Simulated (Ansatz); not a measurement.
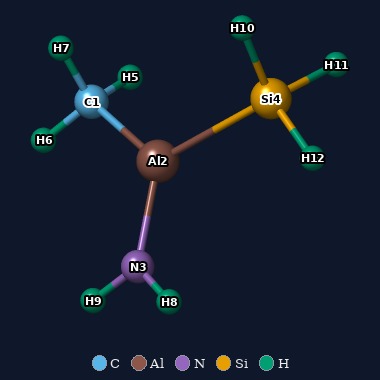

The system is CH₈AlNSi, SMILES [CH3][Al]([NH2])[SiH3]; the picture shows the reference structure. Coordinates scanned: (1) dihedral C1–Al2–N3–H8; (2) dihedral C1–Al2–Si4–H10. Nothing is relaxed (all other coordinates rigid). Grid: 18 × 17 points. Energies: kJ/mol, counted from the relaxed molecule at the same level. These are results of RKS PBE0-D4/def2-SVP in Ansatz, not measurements.

Its coordinates:

```yaml
atoms:
  - { symbol: C, position_ang: [-1.0054, 1.7537, 0.1015] }
  - { symbol: Al, position_ang: [-0.0440, 0.0654, 0.3296] }
  - { symbol: N, position_ang: [0.2652, -0.5644, 1.9615] }
  - { symbol: Si, position_ang: [0.7915, -1.2874, -1.5407] }
  - { symbol: H, position_ang: [-1.9259, 1.6068, -0.4889] }
  - { symbol: H, position_ang: [-1.2925, 2.2143, 1.0605] }
  - { symbol: H, position_ang: [-0.3932, 2.4856, -0.4525] }
  - { symbol: H, position_ang: [0.7535, -1.4290, 2.1678] }
  - { symbol: H, position_ang: [-0.0180, -0.1177, 2.8276] }
  - { symbol: H, position_ang: [1.7841, -0.5340, -2.3785] }
  - { symbol: H, position_ang: [-0.3120, -1.7042, -2.4696] }
  - { symbol: H, position_ang: [1.4734, -2.5442, -1.0843] }
```

Range: dihedral C1–Al2–N3–H8 from −180 to 160°; dihedral C1–Al2–Si4–H10 from −29.0 to 151.0°.

What will the energy surface look like?

Answer. The lowest grid point is at dihedral C1–Al2–N3–H8 = −180°, dihedral C1–Al2–Si4–H10 = 61.0°, 0.0 kJ/mol from the relaxed molecule at the same level. The same energy is found at dihedral C1–Al2–N3–H8 = 0°, dihedral C1–Al2–Si4–H10 = 61.0°. The energy also falls towards the edge at dihedral C1–Al2–N3–H8 = −180°, dihedral C1–Al2–Si4–H10 = 151.0° (0.45 kJ/mol above the lowest) and dihedral C1–Al2–N3–H8 = 0°, dihedral C1–Al2–Si4–H10 = 151.0° (0.46 kJ/mol above the lowest), where a further well may lie outside the range. The highest grid point, dihedral C1–Al2–N3–H8 = 80°, dihedral C1–Al2–Si4–H10 = 61.0°, lies 47.4 kJ/mol above the lowest.

```tsv
dihedral C1–Al2–Si4–H10 ↓, dihedral C1–Al2–N3–H8 →	−180	−140	−100	−60	−20	20	60	100	140
151.0	0.5	18.2	46.7	35.5	5.7	5.2	34.7	47.0	19.1
128.5	0.9	18.5	46.2	34.9	5.8	5.6	34.6	46.3	18.8
106.0	0.8	19.1	46.5	34.4	5.4	5.9	35.2	46.1	18.2
83.5	0.3	19.2	47.2	34.6	5.0	5.7	35.6	46.7	18.0
61.0	0.0	18.7	47.4	35.2	5.0	5.1	35.4	47.3	18.5
38.5	0.2	18.1	46.8	35.6	5.6	5.0	34.7	47.2	19.1
16.0	0.7	18.2	46.2	35.2	5.9	5.4	34.4	46.5	19.1
−6.5	0.9	18.8	46.3	34.6	5.7	5.9	34.9	46.2	18.5
−29.0	0.5	19.2	47.0	34.6	5.2	5.8	35.5	46.6	18.2
```

The table holds every second grid line.

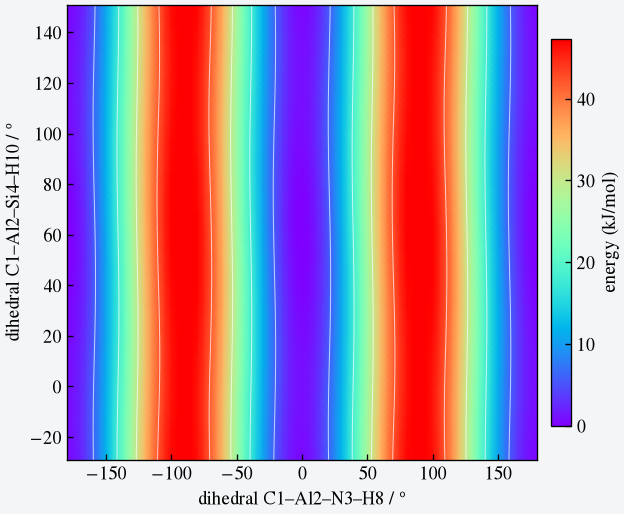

In the figure: a smooth colour map with a few white contour lines. Between grid points the surface is interpolated.

Each point was launched as `ansatz run input.yaml --threads 1 --pin off --max-ram 2560MiB --backend cpu --events-out ev --progress --plain --runs-dir out`. Time for the 306 points that were run: 42 min on 1 thread of Arm Neoverse N1 (shared host).
